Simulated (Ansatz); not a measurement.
# WO2(NH2)2 (H4N2O2W): structure and electronic state

Aim: characterise WO2(NH2)2 (H4N2O2W) as a singlet: its structure, frontier levels and distribution of charge.

Method: RKS PBE0-D4/def2-TZVP; program: Ansatz 0.2.0, Gaussian basis.

Plan: relaxation at B3LYP-D4/def2-SVP; a search for the lowest solution at PBE0-D4/def2-SVP; a single point at PBE0-D4/def2-TZVP.

## (1) Starting geometry

9 atoms, charge 0, spin multiplicity 1.

Atoms are counted from 1 here; the program's logs count them from 0.

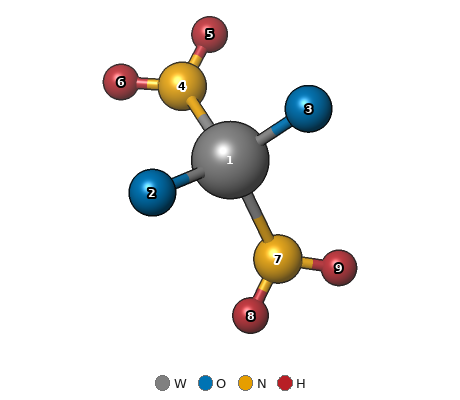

As it starts; tungsten grey, oxygen blue, nitrogen amber, hydrogen red; atoms are numbered from 1 in the order of the file.

Formally the metal is d0. W takes a core potential in the def2 sets. No spin-orbit coupling is included.

The start is a GFN2-xTB geometry.

## (2) Optimising with B3LYP-D4/def2-SVP

in.yaml

```yaml
crystal:
  periodic: [false, false, false]
  atoms:
    - {symbol: W, position_ang: [0.561240, 0.000800, 0.387450]}
    - {symbol: O, position_ang: [0.454020, 0.004080, 2.074340]}
    - {symbol: O, position_ang: [2.099170, 0.000300, -0.313920]}
    - {symbol: N, position_ang: [-0.398510, 1.627210, -0.277850]}
    - {symbol: H, position_ang: [-0.111230, 2.199430, -1.079900]}
    - {symbol: H, position_ang: [-1.047560, 2.202370, 0.271130]}
    - {symbol: N, position_ang: [-0.396770, -1.629820, -0.269720]}
    - {symbol: H, position_ang: [-1.044280, -2.202900, 0.282540]}
    - {symbol: H, position_ang: [-0.116070, -2.201480, -1.074080]}
basis:
  gaussian: {orbitals: def2-SVP}
hamiltonian: {xc: {name: B3LYP}, dispersion: d4}
scf: {omitted_lower_state_checks: [starts]}
output: {orbitals: {seedname: orbitals}}
relax: {f_tol: 0.02, max_steps: 100}
```

Command:

```console
$ ansatz run in.yaml --threads 4 --pin off --events-out ev --progress --plain --max-ram 3916MiB
```

The program printed, shortened:

```text
Functional definition: B3LYP
  name "B3LYP"
  cite "Stephens, Devlin, Chabalowski & Frisch, J. Phys. Chem. 98, 11623 (1994) doi:10.1021/j100096a001"
  cite "Becke, Phys. Rev. A 38, 3098 (1988) doi:10.1103/PhysRevA.38.3098"
  cite "Lee, Yang & Parr, Phys. Rev. B 37, 785 (1988) doi:10.1103/PhysRevB.37.785"
  cite "Vosko, Wilk & Nusair, Can. J. Phys. 58, 1200 (1980) doi:10.1139/p80-159"
[...]
1167 factors; integrals over basis functions are off by at most 2.4e-4 eV
[...]
mean field -8964.34554628 eV, -329.4336225741 hartree, gradient 2.5e-5 eV, S^2 0.000000; 0 other end points of the search recorded, 0 dependent functions left out
[...]
reference -8964.34585440 eV, -329.4336338973 hartree; 24, 24 occupied and 84, 84 virtual orbitals, 1167 factors
relax step   1: F+E_penalty+E_count = -8964.67101693 eV  Δ(F+E_penalty+E_count) = +0.000e0 eV  max|allowed force component| = 3.613e0 eV/Å  Δτ_max = 0.0000 Å  (29 SCF iters, accepted)
[...]
relax step   4: F+E_penalty+E_count = -8964.85664392 eV  Δ(F+E_penalty+E_count) = -2.234e-3 eV  max|allowed force component| = 9.088e-2 eV/Å  Δτ_max = 0.0085 Å  (34 SCF iters, accepted)
[...]
relax step   5: F+E_penalty+E_count = -8964.85733057 eV  Δ(F+E_penalty+E_count) = -6.866e-4 eV  max|allowed force component| = 4.598e-3 eV/Å  Δτ_max = 0.0056 Å  (35 SCF iters, accepted)
[...]
1167 factors; integrals over basis functions are off by at most 2.8e-4 eV
mean field -8964.52936369 eV, -329.4403777395 hartree, gradient 2.4e-5 eV, S^2 0.000000; 0 other end points of the search recorded, 0 dependent functions left out
[...]
reference -8964.52967392 eV, -329.4403891400 hartree; 24, 24 occupied and 84, 84 virtual orbitals, 1167 factors
Total energy: -8964.85764079 eV, -329.4524417002 hartree
Atom 0 at     0.537196     0.000776     0.370247 Å, force    -0.004598     0.000219    -0.003049 eV/Å
Atom 1 at     0.484972     0.003868     2.092512 Å, force     0.001165     0.000476     0.000458 eV/Å
Atom 2 at     2.128103    -0.000009    -0.291526 Å, force     0.000900    -0.000642     0.000890 eV/Å
Atom 3 at    -0.366906     1.620493    -0.256076 Å, force    -0.000962    -0.001556    -0.000024 eV/Å
Atom 4 at    -0.128179     2.118437    -1.110601 Å, force     0.002132    -0.000846    -0.001015 eV/Å
Atom 5 at    -1.080462     2.120544     0.269222 Å, force    -0.000248    -0.000771     0.002325 eV/Å
Atom 6 at    -0.366703    -1.621571    -0.249539 Å, force    -0.000148     0.001654    -0.000797 eV/Å
Atom 7 at    -1.079282    -2.120241     0.278390 Å, force    -0.000225     0.000797     0.002282 eV/Å
Atom 8 at    -0.128727    -2.122308    -1.102639 Å, force     0.001983     0.000668    -0.001071 eV/Å
Dipole moment:    -0.802602    -0.001208    -0.553175 e Å
Checks for a lower state left out: starts
```

It took 14 s on 4 threads of Arm Neoverse V1, shared host.

The steps of the relaxation:

```
step  energy from step 1 (eV)  largest force component (eV/Å)
   1                   0.0000                          3.6127
   2                  -0.1738                          0.5119
   3                  -0.1834                          0.2256
   4                  -0.1856                          0.0909
   5                  -0.1863                          0.0046
```

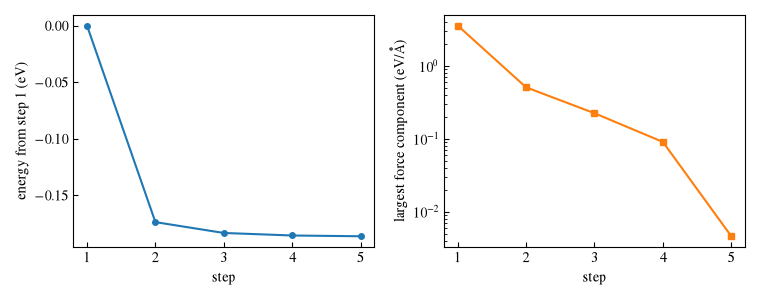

Energy and largest force along the relaxation.

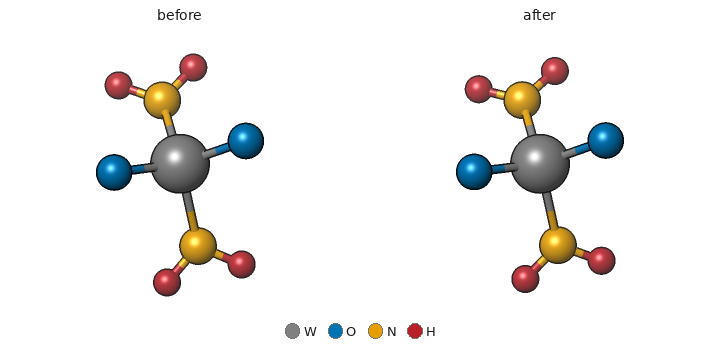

Before and after, at one scale.

Close pairs (by a distance rule), those that changed most:

| bond | before (Å) | after (Å) | change (Å) |
| --- | --- | --- | --- |
| W1–N4 | 2.002 | 1.958 | -0.044 |
| W1–N7 | 2.002 | 1.958 | -0.044 |
| W1–O2 | 1.690 | 1.723 | +0.033 |
| W1–O3 | 1.690 | 1.723 | +0.033 |
| N4–H6 | 1.026 | 1.017 | -0.009 |
| N4–H5 | 1.026 | 1.017 | -0.009 |
| N7–H8 | 1.026 | 1.017 | -0.009 |
| N7–H9 | 1.026 | 1.017 | -0.009 |

Bonds by kind at the end (by distance):

```csv
bond,count,shortest (Å),longest (Å)
O–W,2,1.723,1.723
N–W,2,1.958,1.958
H–N,4,1.017,1.017
```

## (3) Searching for the lowest solution, PBE0-D4/def2-SVP

start.molden holds the orbitals of an earlier run on this state, given as this run's starting guess.

in.yaml

```yaml
crystal:
  periodic: [false, false, false]
  atoms:
    - {symbol: W, position_ang: [0.537196, 0.000776, 0.370247]}
    - {symbol: O, position_ang: [0.484972, 0.003868, 2.092512]}
    - {symbol: O, position_ang: [2.128103, -0.000009, -0.291526]}
    - {symbol: N, position_ang: [-0.366906, 1.620493, -0.256076]}
    - {symbol: H, position_ang: [-0.128179, 2.118437, -1.110601]}
    - {symbol: H, position_ang: [-1.080462, 2.120544, 0.269222]}
    - {symbol: N, position_ang: [-0.366703, -1.621571, -0.249539]}
    - {symbol: H, position_ang: [-1.079282, -2.120241, 0.278390]}
    - {symbol: H, position_ang: [-0.128727, -2.122308, -1.102639]}
basis:
  gaussian: {orbitals: def2-SVP, initial_orbitals: start.molden}
hamiltonian: {xc: pbe0, dispersion: d4}
output: {orbitals: {seedname: orbitals}}
```

Launched as before.

The program printed:

```text
Functional definition: PBE0
  name "PBE0"
  cite "Adamo & Barone, J. Chem. Phys. 110, 6158 (1999) doi:10.1063/1.478522"
  cite "Perdew, Burke & Ernzerhof, Phys. Rev. Lett. 77, 3865 (1996) doi:10.1103/PhysRevLett.77.3865"
  parent pbe
  parameter a = 0.25
  parameter kappa = 0.804
  parameter beta = 0.06672455060314922
  exchange = (1 - a)*pbe_x(kappa = kappa, mu = beta*pi^2/3) + a*exact_x
  correlation = pbe_c(beta = beta)
1209 factors; their error is unknown
mean field evaluation 1: about -8955.5953 eV, gradient 4.7e0 eV
mean field evaluation 2: about -8955.6380 eV, gradient 3.2e-2 eV
mean field evaluation 4: about -8955.6912 eV, gradient 6.4e-5 eV
mean field evaluation 8: about -8949.1753 eV, gradient 5.5e1 eV
mean field evaluation 16: about -8955.6911 eV, gradient 1.9e-1 eV
mean field -8955.69121492 eV, -329.1155817627 hartree, gradient 6.6e-5 eV, S^2 0.000000; 1 other end points of the search recorded, 0 dependent functions left out
reference -8955.69126677 eV, -329.1155836684 hartree; 24, 24 occupied and 84, 84 virtual orbitals, 1209 factors
Total energy: -8955.86351541 eV, -329.1219136890 hartree
```

Run time: 2.6 s. Hardware: 4 threads of Arm Neoverse V1, shared host.

Report: HOMO -7.71 eV, LUMO -1.28 eV.

## (4) Single point, PBE0-D4/def2-TZVP

Edit in.yaml of step 3 so:

```diff
@@ -13,4 +13,5 @@
 basis:
-  gaussian: {orbitals: def2-SVP, initial_orbitals: start.molden}
+  gaussian: {orbitals: def2-TZVP, initial_orbitals: start.molden}
 hamiltonian: {xc: pbe0, dispersion: d4}
-output: {orbitals: {seedname: orbitals}}
+scf: {omitted_lower_state_checks: [starts]}
+output: {forces: true, orbitals: {seedname: orbitals}}
```

The command is unchanged.

The program printed, shortened:

```text
Functional definition: PBE0
  name "PBE0"
  cite "Adamo & Barone, J. Chem. Phys. 110, 6158 (1999) doi:10.1063/1.478522"
  cite "Perdew, Burke & Ernzerhof, Phys. Rev. Lett. 77, 3865 (1996) doi:10.1103/PhysRevLett.77.3865"
  parent pbe
[...]
1188 factors; their error is unknown
[...]
mean field -8964.83523400 eV, -329.4516182660 hartree, gradient 1.1e-5 eV, S^2 0.000000; 0 other end points of the search recorded, 0 dependent functions left out
[...]
reference -8964.83526443 eV, -329.4516193841 hartree; 24, 24 occupied and 164, 164 virtual orbitals, 1188 factors
Total energy: -8965.00751306 eV, -329.4579494048 hartree
Atom 0 at     0.537196     0.000776     0.370247 Å, force     0.238906     0.000622     0.164804 eV/Å
Atom 1 at     0.484972     0.003868     2.092512 Å, force     0.047711    -0.000848    -0.743085 eV/Å
Atom 2 at     2.128103    -0.000009    -0.291526 Å, force    -0.677376    -0.000279     0.309013 eV/Å
Atom 3 at    -0.366906     1.620493    -0.256076 Å, force    -0.060254     0.118187    -0.041137 eV/Å
Atom 4 at    -0.128179     2.118437    -1.110601 Å, force    -0.045752    -0.232454     0.339777 eV/Å
Atom 5 at    -1.080462     2.120544     0.269222 Å, force     0.301054    -0.233122    -0.162860 eV/Å
Atom 6 at    -0.366703    -1.621571    -0.249539 Å, force    -0.059394    -0.118262    -0.041415 eV/Å
Atom 7 at    -1.079282    -2.120241     0.278390 Å, force     0.300735     0.232778    -0.164077 eV/Å
Atom 8 at    -0.128727    -2.122308    -1.102639 Å, force    -0.045630     0.233378     0.338979 eV/Å
Dipole moment:    -0.789345    -0.001189    -0.544038 e Å
Checks for a lower state left out: starts
```

Wall time 5.5 s (4 threads of Arm Neoverse V1, shared host).

Report: HOMO -7.81 eV, LUMO -1.31 eV.

Mulliken charges, from this run's orbitals:

```
atom  value (e)
  W1       1.41
  O2      -0.50
  O3      -0.50
  N4      -0.75
  H5       0.27
  H6       0.27
  N7      -0.75
  H8       0.27
  H9       0.27
```

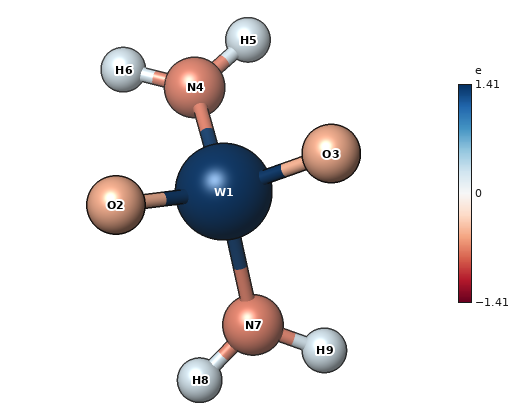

Mulliken charges, from this run's orbitals, as colours on the atoms.

Largest Mayer bond orders: W1–O2 2.04; W1–O3 2.04; W1–N4 1.10; W1–N7 1.10; N4–H5 0.91; N4–H6 0.91; N7–H8 0.91; N7–H9 0.91.

## (5) Outcome

```
                                         quantity                             value
                                      point group                               C2v
                     near neighbours of the metal  O 1.72, O 1.72, N 1.96, N 1.96 Å
                  HOMO, LUMO at PBE0-D4/def2-TZVP                   -7.81, -1.31 eV
charge on the metal (Mulliken, PBE0-D4/def2-TZVP)                           +1.41 e
                      dipole at B3LYP-D4/def2-SVP                            4.68 D
```

What this shows: The molecule keeps its bonding pattern by the stored test; the atoms moved 0.06 Å (rms). The metal has 4 near neighbours by the distance rule, from 1.72 to 1.96 Å. The Mulliken charge of the metal, +1.41 e, depends on the basis and isn't its oxidation state. No usable vibrations, so a minimum isn't proven. Whether this spin is the lowest isn't tested here.
